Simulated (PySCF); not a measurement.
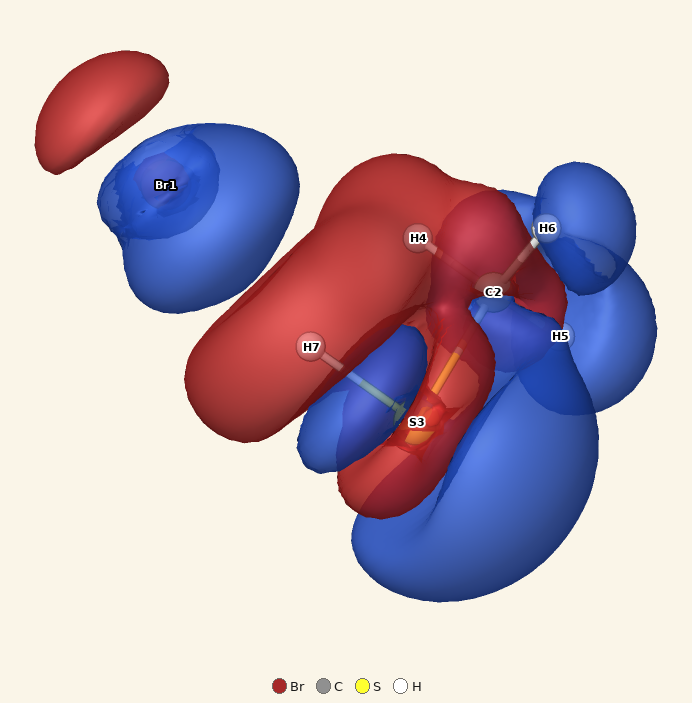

Figure. CH4BrS, charge −1, SMILES `[Br-].CS`. Density of the complex less the densities of the two fragments at the same geometry, ±0.004 e/Å³ (blue: gain, red: loss). Fragment A: Br(−1) (atom 1); fragment B: H4CS.

PySCF calculation, HF/def2-SVPD, gas phase; geometry: GFN2-xTB. GFN2-xTB bond lengths at metals and heavier atoms can be off by up to 0.1 Å and shapes distorted, which carries into these values.

> How is the density rearranged on binding?

Hirshfeld charges show 0.039 e passing from A to B. By Hirshfeld charges, electrons gather most on S3 (−0.084 e) and leave H7 most (+0.069 e); 0.28 e is displaced in all.

> What is the interaction energy, and which contacts carry it?

The counterpoise-corrected interaction energy of the frozen fragments is −4.8 kcal/mol without dispersion correction and −9.6 kcal/mol with D3(BJ). The pair geometry is semi-empirical, not a minimum at this level. Contacts: Br1···H7, hydrogen bond, 2.23 Å, ρ = 0.030 a.u. The pose is a local one from a semi-empirical search, not shown to be the most stable.
